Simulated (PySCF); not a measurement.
Anthracene, SMILES c1ccc2cc3ccccc3cc2c1 (C₁₄H₁₀), singlet, GFN2-xTB optimised geometry. Atoms within 1.6 Å of the plane z = 0.0 Å (x, y, z in Å): C1 (2.83, -2.39, 0.00), C2 (3.52, -1.16, 0.00), C3 (2.83, 0.02, 0.00), C4 (1.41, 0.03, 0.00), C5 (0.68, 1.22, 0.00), C6 (-0.71, 1.22, 0.00), C7 (-1.47, 2.42, 0.00), C8 (-2.83, 2.39, 0.00), C9 (-3.52, 1.16, 0.00), C10 (-2.83, -0.02, 0.00), C11 (-1.41, -0.03, 0.00), C12 (-0.68, -1.22, 0.00), C13 (0.71, -1.22, 0.00), C14 (1.47, -2.42, 0.00), H15 (3.39, -3.31, 0.00), H16 (4.60, -1.16, 0.00), H17 (3.35, 0.96, 0.00), H18 (1.21, 2.16, 0.00), H19 (-0.93, 3.36, 0.00), H20 (-3.39, 3.31, 0.00), H21 (-4.60, 1.16, 0.00), H22 (-3.35, -0.96, 0.00), H23 (-1.21, -2.16, 0.00), H24 (0.93, -3.36, 0.00).

Method: CAM-B3LYP/def2-SVP (PySCF 2.14.0). Cells within 0.4 Å of a nucleus heavier than hydrogen are left out (blank, or x).

Map of the log10 of the electron density (e/bohr³), floored at −4 on the plane z = 0.0 Å:

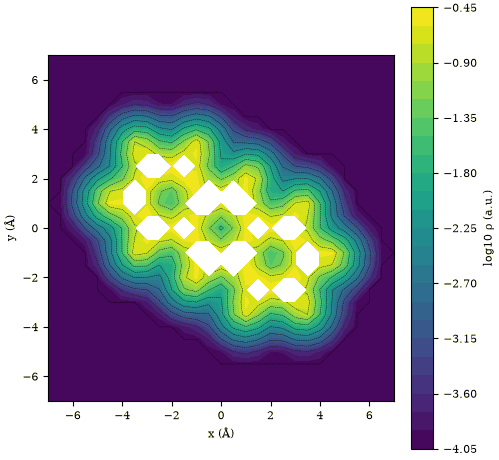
*Log10 of the electron density (e/bohr³), floored at −4 on the plane z = 0.0 Å.*
